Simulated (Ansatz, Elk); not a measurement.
# How far do independent atoms describe MgGaB4?

Structure refinements treat a crystal as free atoms side by side. For a made-up structure of MgGaB4 (cell and positions from a PBEsol relaxation) the runs below show what the calculated density changes in F(hkl).

Program: Elk 11.2.3 (patched build). Level of theory: DFT, PBE, all-electron APW+lo, Dirac cores, scalar-relativistic bands, static density, no spin. Results are calculated unless marked as measured.

The structure was built from a prototype and need not be the compound's stable phase.

### 1. The structure

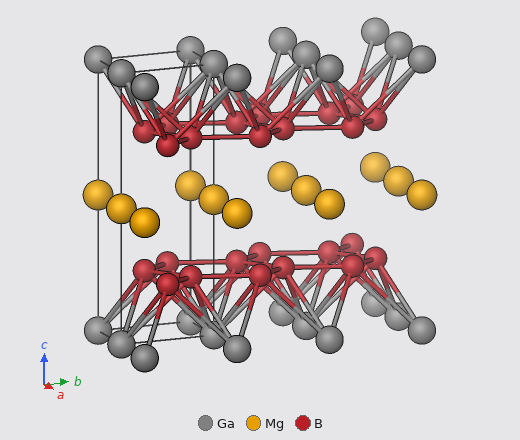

The cell as given, slightly off an axis (gallium grey, magnesium orange, boron red). 2×3×1 cells are drawn. Some periodic images of atoms are drawn too.

### 2. Ground state and structure factors

An all-electron density is needed, since X-rays see the cores too. Task 0 finds the density and task 195 Fourier-transforms it; tshift is off so that phases refer to the origin typed.

Input file elk.in:

```
tasks
  0
  195

xctype
  20

spinpol
  .false.

rgkmax
  7.0

gmaxvr
  14.0

lmaxo
  7

lmaxapw
  8

swidth
  0.002

tshift
  .false.

ramdisk
  .false.

hmaxvr
  5.5

maxscl
  120

epspot
  1e-06

sppath
  './'

avec
  5.78952853253 -0.00000000000 0.00000000000
  -2.89476426627 5.01387878511 0.00000000000
  0.00000000000 0.00000000000 12.90797885332

atoms
  3
  'Ga.in'
  1
  0.0000000000 0.0000000000 0.0000000000   0.000000 0.000000 0.000000
  'Mg.in'
  1
  -0.0000000000 -0.0000000000 0.5000000000   0.000000 0.000000 0.000000
  'B.in'
  4
  0.6666666667 0.3333333333 0.7563822780   0.000000 0.000000 0.000000
  0.3333333333 0.6666666667 0.2436177220   0.000000 0.000000 0.000000
  0.3333333333 0.6666666667 0.7563822780   0.000000 0.000000 0.000000
  0.6666666667 0.3333333333 0.2436177220   0.000000 0.000000 0.000000

ngridk
  8 8 4
```

Command:

```sh
OMP_NUM_THREADS=4 elk
```

Numbers of over 12 decimals in the logs are rounded to 6 here.

What it wrote:

```text
┌─────────────────────────┐
│ Elk code version 11.2.3 │
└─────────────────────────┘

All units are atomic (Hartree, Bohr, etc.)

┌─────────────────────────────────────────────────┐
│ Ground-state run starting from atomic densities │
└─────────────────────────────────────────────────┘

Lattice vectors :
   5.789528533      -0.000000000       0.000000000
  -2.894764266       5.013878785       0.000000000
   0.000000000       0.000000000       12.90797885

Reciprocal lattice vectors :
   1.085267181      0.6265792988      -0.000000000
   0.000000000       1.253158598      -0.000000000
  -0.000000000      -0.000000000      0.4867675551

Unit cell volume      :    374.6927364
Brillouin zone volume :   0.6620096665

Muffin-tin inner radius fraction :   0.1000000000E-01

Nuclei treated as point charges

Species : 1 (Ga)
 parameters loaded from : Ga.in
 name : gallium
 nuclear charge    :   -31.00000000
 electronic charge :    31.00000000
 atomic mass :    127097.2539
 muffin-tin radius :    2.400000000
 number of radial points in muffin-tin :    993
 inner part over the whole radius :   0.9952882137E-02
 number on inner part of muffin-tin    :    702
 approximate nuclear radius :   0.7562051033E-04
 number of mesh points to nuclear radius :    339
 atomic positions (lattice), magnetic fields (Cartesian) :
  1 :   0.00000000  0.00000000  0.00000000    0.00000000  0.00000000  0.00000000

Species : 2 (Mg)
 parameters loaded from : Mg.in
 name : magnesium
 nuclear charge    :   -12.00000000
 electronic charge :    12.00000000
 atomic mass :    44305.30466
 muffin-tin radius :    2.200000000
 number of radial points in muffin-tin :    793
 inner part over the whole radius :   0.9941530515E-02
 number on inner part of muffin-tin    :    552
 approximate nuclear radius :   0.5710277704E-04
 number of mesh points to nuclear radius :    241
 atomic positions (lattice), magnetic fields (Cartesian) :
  1 :   0.00000000  0.00000000  0.50000000    0.00000000  0.00000000  0.00000000

Species : 3 (B)
 parameters loaded from : B.in
 name : boron
 nuclear charge    :   -5.000000000
 electronic charge :    5.000000000
 atomic mass :    19707.24742
 muffin-tin radius :    1.646292928
 number of radial points in muffin-tin :    593
 inner part over the whole radius :   0.9996972168E-02
 number on inner part of muffin-tin    :    404
 approximate nuclear radius :   0.4534157419E-04
 number of mesh points to nuclear radius :    162
 atomic positions (lattice), magnetic fields (Cartesian) :
  1 :  -0.33333333  0.33333333 -0.24361772    0.00000000  0.00000000  0.00000000
  2 :   0.33333333 -0.33333333  0.24361772    0.00000000  0.00000000  0.00000000
  3 :   0.33333333 -0.33333333 -0.24361772    0.00000000  0.00000000  0.00000000
  4 :  -0.33333333  0.33333333  0.24361772    0.00000000  0.00000000  0.00000000

Total number of atoms per unit cell :    6
Total muffin-tin volume :    177.2681851
 ratio of muffin-tin to unit cell volume :   0.4731028063

Spin treatment :
 spin-unpolarised

Number of Bravais lattice symmetries :   24
Number of crystal symmetries         :   24
Crystal has inversion symmetry
Real symmetric eigensolver will be used

k-point grid :      8     8     4
k-point offset :    0.000000000       0.000000000       0.000000000
k-point set is reduced with full crystal symmetry group
Total number of k-points :       30

Muffin-tin radius times maximum |G+k| :    7.000000000
 using average radius
Maximum |G+k| for APW functions       :    3.754971410
Maximum (1/2)|G+k|²                   :    7.049905146
Maximum |G| for potential and density :    14.00000000
Constant for pseudocharge density :    8
 order of it for each species :   15  15  15
 order of it for pair densities of each species (exact exchange by exxq0 0: 16) :   15  14   6
Radial integration step length :    1

G-vector grid sizes :     27    27    60
Number of G-vectors :    17355

Maximum angular momentum used for
 APW functions            :    8
 outer part of muffin-tin :    7
[...]
electron entropic           :    -0.19482351116790E-03
 total energy                :     -2246.4076838287

Density of states at Fermi energy :    14.94311179
 (states/Hartree/unit cell)

Estimated indirect band gap :   0.1941454601E-01
 from k-point 30 to k-point 24
Estimated direct band gap   :   0.4065580730E-01
 at k-point 20

Charges :
 core                        :    28.00000000
 valence                     :    35.00000000
 interstitial                :    7.671302004
 muffin-tins (core leakage)
  species : 1 (Ga)
[...]
species : 2 (Mg)
[...]
species : 3 (B)
[...]
total in muffin-tins        :    55.32869800
 total calculated charge     :    62.99791082
 total charge                :    63.00000000
 error                       :   0.2089175332E-02

RMS change in Kohn-Sham potential (target) :    4.391286341     (  0.1000000000E-05)
Absolute change in total energy (target)   :    1.792542891     (  0.1000000000E-03)

[... loops 3 to 15 left out ...]

┌──────────────────┐
│ Loop number : 16 │
└──────────────────┘

Energies :
 Fermi                       :     0.319846
 sum of occupied eigenvalues :     -1263.9076008977
 electron kinetic            :      2282.1618047531
 core electron kinetic       :      2069.9497093580
 Coulomb                     :     -4417.4053263678
 Coulomb potential           :     -3405.2991925523
 nuclear-nuclear             :     -311.90696935784
 electron-nuclear            :     -4813.5676743124
 Hartree                     :      708.06931730243
 Madelung                    :     -2714.7557300917
 xc potential                :     -140.77021309848
 exchange                    :     -105.88573950827
 correlation                 :     -2.700710
 electron entropic           :    -0.29862005729826E-03
 total energy                :     -2243.8302695557

Density of states at Fermi energy :    20.98805382
 (states/Hartree/unit cell)

Estimated indirect band gap :   0.1783788156E-02
 from k-point 11 to k-point 1
Estimated direct band gap   :   0.1151079206E-01
 at k-point 1

Charges :
 core                        :    28.00000000
 valence                     :    35.00000000
 interstitial                :    7.873841131
 muffin-tins (core leakage)
  species : 1 (Ga)
[...]
species : 2 (Mg)
[...]
species : 3 (B)
[...]
total in muffin-tins        :    55.12615887
 total calculated charge     :    62.99804640
 total charge                :    63.00000000
 error                       :   0.1953598820E-02

RMS change in Kohn-Sham potential (target) :   0.2429402819E-06 (  0.1000000000E-05)
Absolute change in total energy (target)   :   0.1536254695E-04 (  0.1000000000E-03)

Convergence targets achieved

┌──────────────────┐
│ Loop number : 17 │
└──────────────────┘

Energies :
 Fermi                       :     0.319846
 sum of occupied eigenvalues :     -1263.9076022339
 electron kinetic            :      2282.1618045124
 core electron kinetic       :      2069.9497078314
 Coulomb                     :     -4417.4053278046
 Coulomb potential           :     -3405.2991842773
 nuclear-nuclear             :     -311.90696935784
 electron-nuclear            :     -4813.5676854358
 Hartree                     :      708.06932698900
 Madelung                    :     -2714.7557356660
 xc potential                :     -140.77022246906
 exchange                    :     -105.88573959177
 correlation                 :     -2.700710
 electron entropic           :    -0.29861994150521E-03
 total energy                :     -2243.8302713200

Density of states at Fermi energy :    20.98803869
 (states/Hartree/unit cell)

Estimated indirect band gap :   0.1783788570E-02
 from k-point 11 to k-point 1
Estimated direct band gap   :   0.1151079295E-01
 at k-point 1

Charges :
 core                        :    28.00000000
 valence                     :    35.00000000
 interstitial                :    7.873840965
 muffin-tins (core leakage)
  species : 1 (Ga)
[...]
species : 2 (Mg)
[...]
species : 3 (B)
[...]
atom 2                    :    3.691454981     (  0.2006076385E-03)
   atom 3                    :    3.691454981     (  0.2006076385E-03)
   atom 4                    :    3.691454981     (  0.2006076385E-03)
 total in muffin-tins        :    55.12615903
 total calculated charge     :    62.99804640
 total charge                :    63.00000000
 error                       :   0.1953598842E-02

┌──────────────────────────────┐
│ Self-consistent loop stopped │
└──────────────────────────────┘

Warning : core states of species 1 leak from the muffin-tin :   0.7659376252E-03

Warning : core states of species 3 leak from the muffin-tin :   0.2006076385E-03

Wrote STATE.OUT
```

It took 25 s on 4 threads of Arm Neoverse V1, shared host; peak memory 0.16 GiB; 75 s of CPU time.

SFACRHO.OUT:

```text

h k l indices transformed by vhmat matrix:
   1.000000000       0.000000000       0.000000000    
   0.000000000       1.000000000       0.000000000    
   0.000000000       0.000000000       1.000000000    

      h      k      l  multipl.   |H|            Re(F)            Im(F)           |F|

      0      0      0      1   0.0000000       62.999999      0.10844207E-17   62.999999    
      0      0     -1      2  0.48676756       19.266767     -0.58498946E-14   19.266767    
      0      0     -2      2  0.97353511       21.860916      0.12227905E-13   21.860916    
      0      1      0      6   1.2531586       27.977000      0.12999766E-14   27.977000    
      1     -1     -1     12   1.3443769       15.884980      0.95873272E-14   15.884980    
      0      0      3      2   1.4603027       14.525284      0.17224690E-13   14.525284    
     -1      0     -2     12   1.5868765       36.628666      0.28924479E-13   36.628666    
      0     -1      3     12   1.9242896       14.644711      0.16574701E-13   14.644711    
      0      0      4      2   1.9470702       37.359052     -0.13324760E-13   37.359052    
      1      1      0      6   2.1705344       34.833833     -0.32488627E-12   34.833833    
     -1      2      1     12   2.2244465       13.519690      0.56223987E-13   13.519690    
     -1      0     -4     12   2.3154889       22.978850      0.34124385E-14   22.978850    
      1     -2     -2     12   2.3788632       19.302173      0.28991509E-12   19.302173    
      0      0     -5      2   2.4338378       14.069668     -0.29249473E-13   14.069668    
     -2      0      0      6   2.5063172       22.287741      0.48424127E-13   22.287741    
      2     -2      1     12   2.5531487       12.203778     -0.25674537E-13   12.203778    
     -1     -1      3     12   2.6160473       11.377717      0.17874678E-13   11.377717    
      2     -2      2     12   2.6887537       27.362213      0.32986906E-13   27.362213
```

Elk indexes on the primitive cell of elk.in and gives |H| = 4π sin θ/λ in inverse bohr. Below, one row stands for each form hkl of the conventional cell (m members, Friedel mates merged), F is for one primitive cell and the density is static (no thermal factor). Free-atom factors are Waasmaier and Kirfel's, and R is Σm||F|−|F'||/Σm|F|.

```csv
hkl,m,sin θ/λ (Å⁻¹),"abs F, DFT",neutral atoms,diff.
001,2,0.073,19.267,19.300,-0.034
002,2,0.146,21.861,23.050,-1.189
100,6,0.188,27.977,28.593,-0.616
101,12,0.202,15.885,15.931,-0.046
003,2,0.220,14.525,14.564,-0.039
102,12,0.239,36.629,36.484,+0.145
103,12,0.289,14.645,14.762,-0.117
004,2,0.293,37.359,37.219,+0.140
110,6,0.326,34.834,35.221,-0.387
111,12,0.335,13.520,13.635,-0.116
104,12,0.348,22.979,23.183,-0.204
112,12,0.358,19.302,19.234,+0.068
005,2,0.366,14.070,14.112,-0.042
200,6,0.377,22.288,22.009,+0.279
201,12,0.384,12.204,12.232,-0.029
113,12,0.393,11.378,11.379,-0.002
202,12,0.404,27.362,27.609,-0.247
105,12,0.412,11.164,11.196,-0.032
```

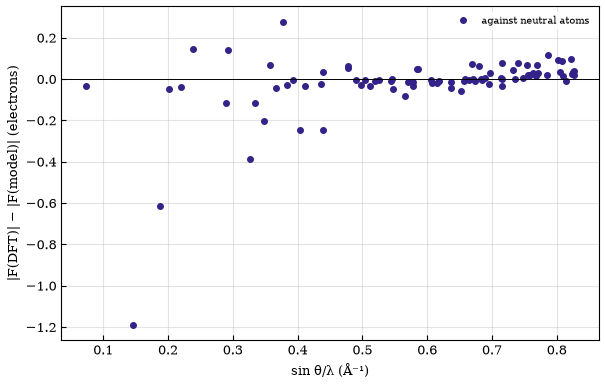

Difference between the calculated structure factors and the independent-atom ones.

### 3. The highest occupied states alone

An energy window below the Fermi level keeps the highest occupied states, to see at which angles they scatter; shallow core shells can lie inside it and anion s states outside. No new self-consistency is needed.

Edit elk.in of step 2 so:

```diff
@@ -1,3 +1,2 @@
 tasks
-  0
   195
@@ -40,2 +39,5 @@
 
+wsfac
+  -0.047650 0.619850
+
 sppath
```

Command:

```sh
OMP_NUM_THREADS=4 elk
```

What it wrote:

```text
┌─────────────────────────────────┐
│ Elk code version 11.2.3 started │
└─────────────────────────────────┘

Info(readinput): the functional depends on the density's gradient
 muffin-tin radial points multiplied by    2.00000
 (not where nrmtscf is given)

┌────────────────────┐
│ Current task : 195 │
└────────────────────┘
Info(checkmt): changed muffin-tin radius of species 3 (B) from   1.8000 to   1.6463

Info(sfacrho): density structure factors written to SFACRHO.OUT

 Energy window :  -0.4765000000E-01  0.6198500000

┌──────────────────┐
│ Elk code stopped │
└──────────────────┘
```

The job ended after 6.4 s (4 threads; peak memory 0.17 GiB).

States within 10 eV below the Fermi level hold 14.17 electrons; any levels below the window count with the cores, and a count that is not whole means the window cuts a band. Their amplitudes can exceed the total, where window and core parts have opposite phase:

```csv
hkl,sin θ/λ (Å⁻¹),"abs F, window","abs F, all"
001,0.073,0.734,19.267
002,0.146,4.652,21.861
100,0.188,1.663,27.977
101,0.202,0.279,15.885
003,0.220,0.231,14.525
102,0.239,1.175,36.629
103,0.289,0.073,14.645
004,0.293,0.917,37.359
110,0.326,0.124,34.834
111,0.335,0.009,13.520
```

### 4. Another functional

The difference from free atoms is small, so it is set against the change that LDA (Perdew-Wang) makes.

Edit elk.in of step 3 so:

```diff
@@ -1,2 +1,3 @@
 tasks
+  0
   195
@@ -4,3 +5,3 @@
 xctype
-  20
+  3
 
@@ -39,5 +40,2 @@
 
-wsfac
-  -0.047650 0.619850
-
 sppath
```

Command:

```sh
OMP_NUM_THREADS=4 elk
```

What it wrote:

```text
┌─────────────────────────┐
│ Elk code version 11.2.3 │
└─────────────────────────┘

All units are atomic (Hartree, Bohr, etc.)

┌─────────────────────────────────────────────────┐
│ Ground-state run starting from atomic densities │
└─────────────────────────────────────────────────┘

Lattice vectors :
   5.789528533      -0.000000000       0.000000000
  -2.894764266       5.013878785       0.000000000
   0.000000000       0.000000000       12.90797885

Reciprocal lattice vectors :
   1.085267181      0.6265792988      -0.000000000
[...]
species : 3 (B)
[...]
atom 3                    :    3.691424931     (  0.2142184862E-03)
   atom 4                    :    3.691424931     (  0.2142184862E-03)
 total in muffin-tins        :    55.18240756
 total calculated charge     :    62.99797832
 total charge                :    63.00000000
 error                       :   0.2021684187E-02

┌──────────────────────────────┐
│ Self-consistent loop stopped │
└──────────────────────────────┘

Warning : core states of species 1 leak from the muffin-tin :   0.7871003014E-03

Warning : core states of species 3 leak from the muffin-tin :   0.2142184862E-03

Wrote STATE.OUT
[key lines of the parts left out:]
total energy                :     -2239.3324701218
```

Wall time 16 s (4 threads); peak memory 0.17 GiB.

Against the first run R = 0.12 %; the largest change is -0.047 at 112.

### 5. Basis size

The basis and the expansions that go with it are enlarged, to see whether the differences are converged.

Edit elk.in of step 4 so:

```diff
@@ -5,3 +5,3 @@
 xctype
-  3
+  20
 
@@ -11,12 +11,12 @@
 rgkmax
-  7.0
+  8.5
 
 gmaxvr
-  14.0
+  18.0
 
 lmaxo
-  7
+  9
 
 lmaxapw
-  8
+  10
```

Command:

```sh
OMP_NUM_THREADS=4 elk
```

What it wrote:

```text
┌─────────────────────────┐
│ Elk code version 11.2.3 │
└─────────────────────────┘

All units are atomic (Hartree, Bohr, etc.)

┌─────────────────────────────────────────────────┐
│ Ground-state run starting from atomic densities │
└─────────────────────────────────────────────────┘

Lattice vectors :
   5.789528533      -0.000000000       0.000000000
  -2.894764266       5.013878785       0.000000000
   0.000000000       0.000000000       12.90797885

Reciprocal lattice vectors :
   1.085267181      0.6265792988      -0.000000000
[...]
species : 3 (B)
[...]
atom 3                    :    3.692687456     (  0.2006548671E-03)
   atom 4                    :    3.692687456     (  0.2006548671E-03)
 total in muffin-tins        :    55.13163332
 total calculated charge     :    62.99844965
 total charge                :    63.00000000
 error                       :   0.1550354358E-02

┌──────────────────────────────┐
│ Self-consistent loop stopped │
└──────────────────────────────┘

Warning : core states of species 1 leak from the muffin-tin :   0.7656758553E-03

Warning : core states of species 3 leak from the muffin-tin :   0.2006548671E-03

Wrote STATE.OUT
[key lines of the parts left out:]
total energy                :     -2243.8317136839
```

It took 66 s on 4 threads; peak memory 0.32 GiB; 3.4 min of CPU time.

Against the first run R = 0.01 %; the largest change is -0.004 at 304.

### 6. Settings against the effect

```csv
run,R against the first run (%),"R against neutral atoms, low angle (%)",wall time
"PBE, rgkmax 7",0.00,0.88,25 s
LDA (Perdew-Wang),0.12,0.84,16 s
rgkmax 8.5 with larger expansions,0.01,0.88,66 s
```

### 7. What came out

| Property | Result |
| --- | --- |
| R against neutral atoms, sin θ/λ < 0.3 Å⁻¹ | 0.88 % |
| R against neutral atoms, 0.3 to 0.83 Å⁻¹ | 0.31 % |

What this shows: Independent neutral atoms miss the calculated amplitudes by R = 0.88 % below 0.3 Å⁻¹ and 0.31 % from there to 0.83 Å⁻¹; by shells, 2.97 % below 0.15 Å⁻¹ (2 forms), 0.72 % 0.15 to 0.3 (6 forms), 0.59 % 0.3 to 0.45 (13 forms), 0.24 % above 0.45 (64 forms). Bonding, aspherical density and the tables' own atoms all enter these figures, and the runs don't part them. The largest change of an amplitude is -1.19 electrons, at 002. The window's part falls from 14.2 electrons at the origin to at most 0.24 between 0.45 and 0.83 Å⁻¹. Below 0.3 Å⁻¹ the changes that finished (LDA (Perdew-Wang) and rgkmax 8.5 with larger expansions) move F by R = 0.03 % at most, against the 0.88 % that separates it from free atoms. The k-mesh has no finished test. Part of the difference isn't bonding: the tables are fits to free atoms and ions calculated by other methods than this functional. Thermal motion, anomalous dispersion and extinction are left out.

[Logs are printed without paths, hosts, clocks, repeated set-up lines and the standing remarks that a program may print on its own settings, such as how far it seeks lower states.]

[Hosts, paths, dates, database ids (printed as entryN), source tags and the programs' standing remarks are cut or masked in the printed files.]
